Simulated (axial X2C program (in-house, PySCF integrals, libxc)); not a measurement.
## Relativistic diatomic calculation for FLi⁺

- system: FLi⁺, single determinant with Ω = 1/2.
- method: HF, two-component X2C with atomic mean-field Coulomb and Gaunt terms, F dyall-v3z, Li dyall-v3z (cores contracted) (axial X2C program (in-house, PySCF integrals, libxc))

## The input
```
{"zs": [9, 3], "q": 1, "bas": ["dyall-v3z", "dyall-v3z"], "levels": ["PBE0", "HF", "r2SCAN0", "PBE"], "cc": false, "r0": 1.97, "npts": 10, "nst": 2, "ntry": 6, "opt": {"pick": 1}}
```

The line is the task of a batch: nuclear charges, charge, bases, the levels to run, a first guess of the distance and further settings. This report covers HF with spin-orbit coupling. The log is that of the reference distance 2.041 Å.

Launched within a batch (the task file carries these settings):
```bash
python <driver script> task.json out
```

## Output
```
two-component X2C + atomic mean field  HF
basis functions 79  fitting functions 419  grid points 4362
iter        total energy     max residual
   1       -106.732087939     3.52e-02
   2       -106.736942655     3.51e-03
   3       -106.737062280     6.88e-04
   4       -106.737071221     3.90e-04
   5       -106.737073729     3.79e-04
   6       -106.737075555     3.74e-04
   7       -106.737076975     3.68e-04
   8       -106.737081374     3.51e-04
   9       -106.737111519     1.98e-04
  10       -106.737120788     1.13e-04
  11       -106.737124992     2.63e-05
  12       -106.737125227     3.61e-05
  13       -106.737125235     1.81e-06
  14       -106.737125235     1.28e-06
converged
one-electron -159.94106768  Coulomb 57.89283539  exact exchange -11.68228522  xc functional 0.00000000  nuclear repulsion 7.00038447  atomic mean-field constant -0.00699220
```

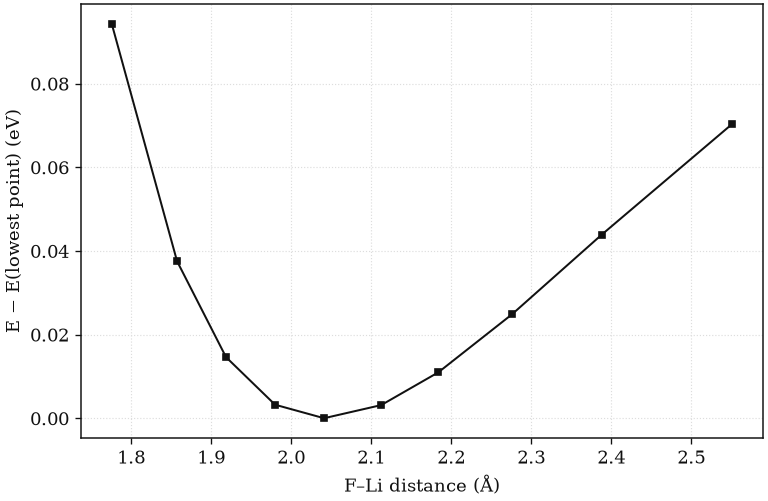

Figure 1. Energy at 10 bond lengths, for one set of occupations held fixed; the line joins the points. A polynomial of degree 6 through 9 points gives rₑ = 2.042 Å, ωₑ = 278.7 cm⁻¹, ωₑxₑ = 15 cm⁻¹ and Bₑ = 0.7891 cm⁻¹. The minimum lies 0.10 eV below F + Li⁺, each computed as one determinant at the same level.

## What the run reported

- outcome: converged
- bond length rₑ: 2.042 Å
- ωₑ: 278.7 cm⁻¹
- energy at the minimum: −106.73713 hartree
- depth below the fragments: 0.10 eV
- hardware: 1 CPU thread, shared host
- wall time: 1.1 s

## What is odd here

One thing in this input was made odd on purpose: excited determinant (pick = 1.0). The program ran to the end. Its numbers are those of the input as typed; this run alone doesn't show how far the oddity moves them. Hartree–Fock lacks correlation, so it usually binds too weakly.
